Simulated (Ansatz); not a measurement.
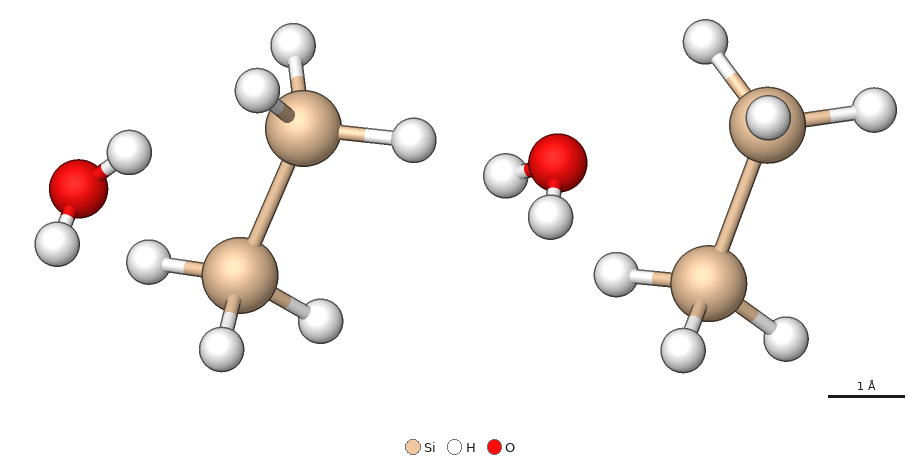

Two geometries of Si2H8O, drawn at one scale. One is the start of a relaxation, the other its converged end. The picture is a ball-and-stick view, seen at a tilt.

The calculation used RKS PBE0-D4/6-31G* in Ansatz 0.2.0. Settings: no spin polarisation; force threshold 0.03 eV/Å; at most 50 steps.

> Which one is relaxed?

The right one is the relaxed one. The run prepares an end point of a later path (reaction) calculation, from a guessed geometry. The largest move after the best rigid fit is that of an H atom, 1.39 Å. By element the largest moves are H 1.39 Å, O 0.46 Å, Si 0.20 Å. Some distances before and after: Si–Si 2.256 → 2.338 Å, H–O 0.984 → 0.966 Å, H–Si 1.500 → 1.488 Å, H–Si 1.484 → 1.493 Å. Bond angles that change, for instance: Si–Si–H 106.7° → 112.0°, Si–Si–H 115.8° → 111.2°, H–Si–H 111.6° → 107.8°. Groups turn about Si–Si by about 35°. After 22 accepted moves (29 points after the start) the energy has fallen by 16.6 kJ/mol. Largest force component: 1.2 eV/Å at the start, 0.0045 eV/Å at the end. The line search rejected the trial steps at points 2, 6, 12, 16, 19, 23, 26 of the run. The forces were under the threshold at step 25, but the run went on from there.
